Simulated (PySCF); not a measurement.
**H8N4Ti, SMILES `N[Ti](N)(N)N`: what the electrons do**

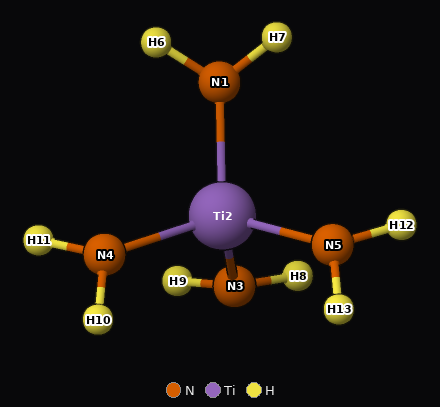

The molecule, with its atoms numbered as below. No frequency check shows the geometry to be a minimum.

Coordinates in Å:

```
N1       0.0131    1.7823    0.5804
Ti2     -0.0004   -0.0156    0.0431
N3      -0.0021   -0.0144   -1.8434
N4      -1.5644   -0.8754    0.6066
N5       1.5546   -0.8944    0.6036
H6      -0.8106    2.1942    1.0281
H7       0.8391    2.1841    1.0265
H8       0.8221    0.3787   -2.3070
H9      -0.8221    0.3887   -2.3054
H10     -1.6571   -1.8930    0.5936
H11     -2.4832   -0.4765    0.4002
H12      2.4778   -0.5067    0.3954
H13      1.6349   -1.9131    0.5904
```

Part 1: Bonding charge

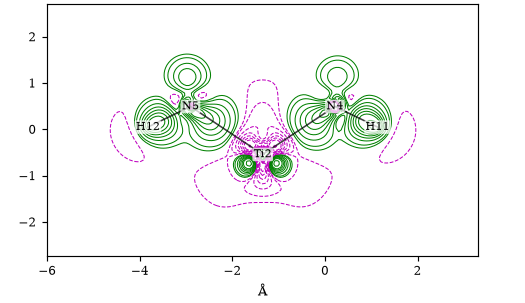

Deformation density (molecule less spherical, spin-averaged free atoms) in the plane of Ti2, N4, N5, H11 and H12; contours at ±0.05 to ±0.8 e/Å³; solid green lines: gain, dashed magenta lines: loss.

Method: ωB97X/def2-TZVP; geometry: GFN2-xTB; program: PySCF. This is a single-reference result, which may miss multireference character in this system.

**How much density has each bond in this plane gained at its critical point, relative to the free atoms?**

N5–H12 and N4–H11: +0.78 e/Å³ at the bond critical point (bond length 1.02 Å, Mayer order 0.9). Ti2–N4 and Ti2–N5: +0.22 e/Å³ at the bond critical point (bond length 1.87 Å, Mayer order 1.0). In all, 3.2 electrons gather in the regions of gain relative to the promolecule.

**Where do the Hirshfeld charges lie?**

The highest Hirshfeld charge is on Ti2 (+0.66 e), the lowest on N3 (−0.40 e).

Part 2: Bond critical points

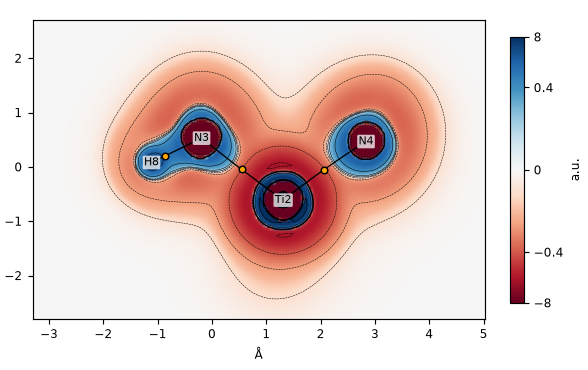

Negative Laplacian of the density (−∇²ρ) in the plane of Ti2, N3, N4 and H8 (blue positive, red negative, colour scale in a.u., logarithmic beyond ±0.04), with bond paths and bond critical points (dots).

**At which bond critical points in this plane is charge locally concentrated, and at which depleted?**

Concentrated (∇²ρ < 0): N3–H8 (−1.42 a.u.). Depleted (∇²ρ > 0): Ti2–N4 (+0.44 a.u., H = −0.050); Ti2–N3 (+0.39 a.u., H = −0.051). A positive Laplacian with negative H is typical of metal–ligand bonds.

**Where along N3–H8 does the critical point lie?**

0.75 Å from N3 and 0.28 Å from H8.

Part 3: Local ionisation energy

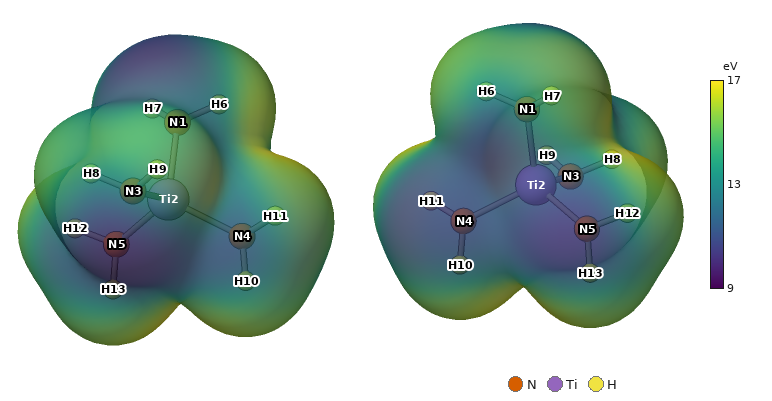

Average local ionisation energy on the surface of electron density 0.001 a.u. (back view left, front view right).

**Where are the most loosely bound electrons on this surface?**

The lowest value is 9.8 eV, 2.1 Å from N3. Further minima include 10.4 eV, 2.1 Å from N5. For comparison, the highest occupied orbital lies at −8.6 eV.

Part 4: In an electric field

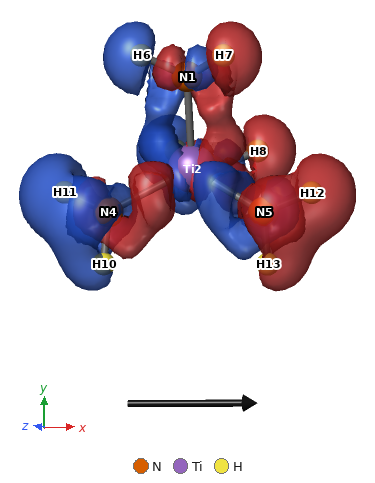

Change of the electron density in a uniform field of 0.21 V/Å along +x (arrow), surfaces at ±0.0015 e/Å³ (blue: gain, red: loss).

Computed with PySCF, ωB97X/def2-TZVP, geometry: GFN2-xTB. This is a single-reference result, which may miss multireference character in this system. A basis without diffuse functions makes polarisabilities too small.

**What dipole is induced, and what polarisability does it imply?**

The induced dipole is 0.73 D (along the field); α along this axis, from the fields in both directions, is 72 bohr³ (10.6 Å³).

**Which atoms gain and lose the most charge?**

Electrons gather most on H11 (Hirshfeld charge changes by −0.009 e) and leave H12 most (+0.009 e); 0.067 electrons are displaced in all.

Part 5: Removing or adding an electron

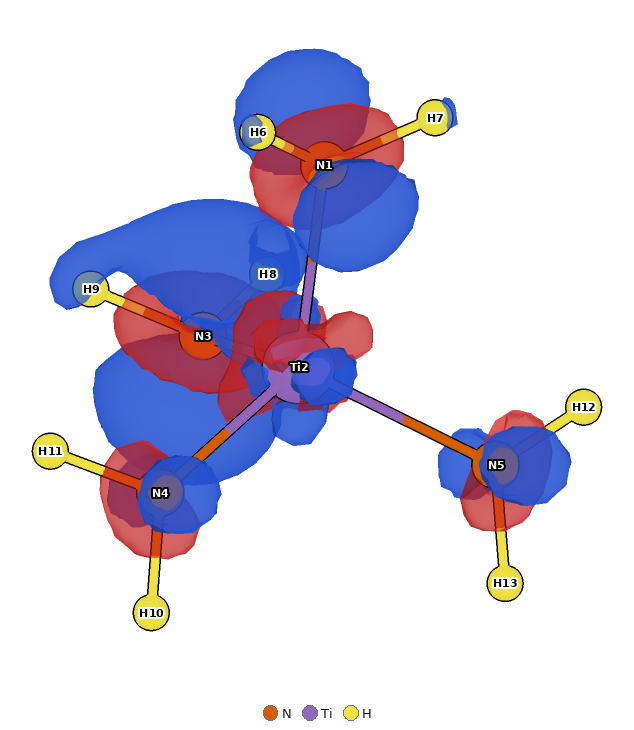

Fukui function f⁻ = ρ(N) − ρ(N−1) at fixed geometry, surfaces at ±0.04 e/Å³ (blue positive, red negative).

Level of theory: ωB97X/def2-TZVP (PySCF), at a geometry from GFN2-xTB. This is a single-reference result, which may miss multireference character in this system.

**On which atoms does the density change most on removal of an electron?**

f⁻ (Hirshfeld-condensed) is largest on N3 (0.27); the vertical ionisation energy is 8.38 eV (the stability of the cation's solution wasn't checked). Condensed values hint at sites of electrophilic attack but needn't mark the atom that reacts. Orbital relaxation makes it negative in places (0.28 e in all).

The PySCF runs shown took 50 s, 2 min and 3.4 min on 1 thread of Arm Neoverse V2, with other jobs on the host.
